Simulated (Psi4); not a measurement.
# CH3FO (SMILES OCF): PBE0/aug-cc-pVDZ

Aim: the vertical ionisation energy of CH3FO at PBE0/aug-cc-pVDZ, from 2 runs. 

Program for the calculation: Psi4 1.11.

**1. The structure to begin with**

CH3FO has 6 atoms, charge 0, and is taken as a singlet. As SMILES, `OCF`. Geometry: relaxed at PBE0-D4/def2-TZVP. This is one conformer, not always the lowest.

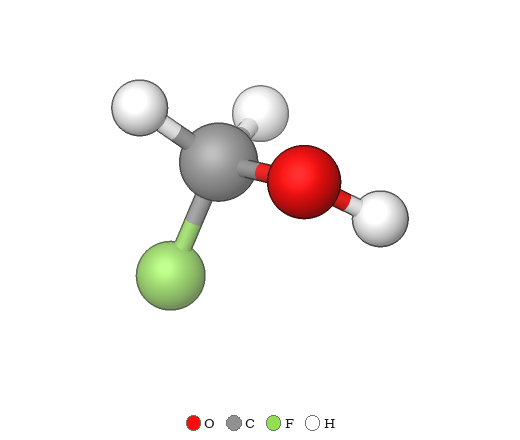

The structure, seen from a chosen angle (oxygen red, carbon grey, fluorine green, hydrogen white).

**2. The energy at PBE0/aug-cc-pVDZ**

The input, calc.py:

```python
import psi4

psi4.set_memory('1600 MB')
psi4.set_num_threads(1)
psi4.set_output_file('psi4.out', False)

molecule = psi4.geometry("""
0 1
O
C 1 1.369614
F 2 1.381043 1 111.08707
H 1 0.961772 2 109.27638 3 70.66928
H 2 1.096284 1 112.94101 4 -48.61089
H 2 1.09101 5 111.32554 3 -117.08973
symmetry c1
no_reorient
no_com
""")

options = {'puream': True, 'e_convergence': 1e-09, 'd_convergence': 1e-08, 'scf_type': 'pk', 'dft_radial_points': 99, 'dft_spherical_points': 590}
psi4.set_options(options)

energy_value = psi4.energy('pbe0/aug-cc-pVDZ')
print('E =', round(energy_value, 9))
```

Run with:

```
$ python calc.py
```

psi4.out:

```text
[...]
  Running in c1 symmetry.
[...]
  Nuclear repulsion =   79.440343126426129
[...]
  Multiplicity = 1
[...]
  Nalpha       = 13
  Nbeta        = 13
[...]
    Number of basis functions: 96
[...]
   @RKS iter   1:  -214.63797129393629   -3.22495e-01   6.13671e-03 ADIIS/DIIS
[...]
   @RKS iter  10:  -214.78075673677705   -1.12550e-11   7.16721e-09 DIIS
[...]
    Orbital Energies [Eh]
    ---------------------
    Doubly Occupied:
       1A    -24.784762     2A    -19.256998     3A    -10.361229
       4A     -1.246041     5A     -1.092895     6A     -0.720997
       7A     -0.583081     8A     -0.536467     9A     -0.524346
      10A     -0.438101    11A     -0.400440    12A     -0.364245
      13A     -0.337421
[...]
  @RKS Final Energy:  -214.78075673677705
   => Energetics <=
    Nuclear Repulsion Energy =             79.4403431264261286
    One-Electron Energy =                -453.4289328882584869
    Two-Electron Energy =                 178.4518876653395694
    DFT Exchange-Correlation Energy =     -19.2440546402842543
    Empirical Dispersion Energy =           0.0000000000000000
    VV10 Nonlocal Energy =                  0.0000000000000000
    Total Energy =                       -214.7807567367770503
[...]
 Multipole Moments:
 ------------------------------------------------------------------------------------
     Multipole            Electronic (a.u.)      Nuclear  (a.u.)        Total (a.u.)
 ------------------------------------------------------------------------------------
 L = 1.  Multiply by 2.5417464519 to convert [e a0] to [Debye]
 Dipole X            :          0.2068572           -0.7329302           -0.5260730
 Dipole Y            :         -2.2512168            2.7408801            0.4896633
 Dipole Z            :          0.8263329           -0.8487107           -0.0223778
 Magnitude           :                                                    0.7190436
[...]
```

The script printed:

```text
E = -214.780756737
```

Wall time 19 s (1 thread of Intel Xeon Platinum 8488C (Sapphire Rapids), shared host); peak memory 0.87 GiB.

**3. The doublet cation**

The input, calc.dat:

```
memory 1600 MB

molecule system {
  1 2
  O
  C 1 r2
  F 2 r3 1 a3
  H 1 r4 2 a4 3 d4
  H 2 r5 1 a5 4 d5
  H 2 r6 5 a6 3 d6

  r2 = 1.369614
  r3 = 1.381043
  a3 = 111.08707
  r4 = 0.961772
  a4 = 109.27638
  d4 = 70.66928
  r5 = 1.096284
  a5 = 112.94101
  d5 = -48.61089
  r6 = 1.09101
  a6 = 111.32554
  d6 = -117.08973
  units angstrom
  symmetry c1
}

set {
  basis aug-cc-pVDZ
  reference uks
  puream true
  e_convergence 1e-09
  d_convergence 1e-08
  scf_type pk
  dft_radial_points 99
  dft_spherical_points 590
  maxiter 200
}

energy("pbe0")
print_variables()
```

Run with:

```
$ psi4 -n 1 calc.dat calc.out
```

calc.out:

```text
[...]
  Running in c1 symmetry.
[...]
  Nuclear repulsion =   79.440343126426114
[...]
  Multiplicity = 2
[...]
  Nalpha       = 13
  Nbeta        = 12
[...]
    Number of basis functions: 96
[...]
   @UKS iter   1:  -214.24874502305724    6.67314e-02   4.79159e-03 ADIIS/DIIS
[...]
   @UKS iter  18:  -214.34015340052434   -1.13687e-12   2.89490e-09 DIIS
[...]
   @S^2 Observed:                7.563719615E-01
[...]
    Orbital Energies [Eh]
    ---------------------
    Alpha Occupied:
       1A    -25.105699     2A    -19.658225     3A    -10.679902
       4A     -1.559322     5A     -1.464023     6A     -1.048861
       7A     -0.921929     8A     -0.857800     9A     -0.844046
      10A     -0.773347    11A     -0.732649    12A     -0.706632
      13A     -0.674635
    Alpha Virtual:
      14A     -0.218425    15A     -0.176479    16A     -0.161214
      17A     -0.140195    18A     -0.106258    19A     -0.077267
      20A     -0.074094    21A     -0.053159    22A     -0.047831
      23A     -0.032957    24A     -0.025911    25A     -0.022567
[...]
  @UKS Final Energy:  -214.34015340052434
   => Energetics <=
    Nuclear Repulsion Energy =             79.4403431264261144
    One-Electron Energy =                -444.9632862644906481
    Two-Electron Energy =                 170.1222173462124090
    DFT Exchange-Correlation Energy =     -18.9394276086722080
    Empirical Dispersion Energy =           0.0000000000000000
    VV10 Nonlocal Energy =                  0.0000000000000000
    Total Energy =                       -214.3401534005243434
[...]
 Multipole Moments:
 ------------------------------------------------------------------------------------
     Multipole            Electronic (a.u.)      Nuclear  (a.u.)        Total (a.u.)
 ------------------------------------------------------------------------------------
 L = 1.  Multiply by 2.5417464519 to convert [e a0] to [Debye]
 Dipole X            :          0.0464203           -0.7329302           -0.6865099
 Dipole Y            :         -1.6654451            2.7408801            1.0754351
 Dipole Z            :          0.4526432           -0.8487107           -0.3960675
 Magnitude           :                                                    1.3359363
[...]
```

It took 38 s on 1 thread of Intel Xeon Platinum 8488C (Sapphire Rapids), shared host; peak memory 0.87 GiB.

**4. Results**

At PBE0/aug-cc-pVDZ:

```
                                          quantity          value
                       singlet CH3FO: total energy  -214.78076 Eh
                      singlet CH3FO: dipole moment         1.83 D
                        singlet CH3FO: HOMO energy       -9.18 eV
                        singlet CH3FO: LUMO energy       -0.18 eV
                      singlet CH3FO: HOMO–LUMO gap        9.00 eV
                      doublet cation: total energy  -214.34015 Eh
doublet cation: HOMO energy (highest over α and β)      -17.82 eV
 doublet cation: LUMO energy (lowest over α and β)      -14.83 eV
                              doublet cation: ⟨S²⟩          0.756
vertical ionisation energy (to the doublet cation)      11.989 eV
```

In words: Removing an electron at fixed nuclei costs 11.99 eV (276 kcal/mol). The negative HOMO energy of the first species, 9.18 eV, lies 2.81 eV below that difference.
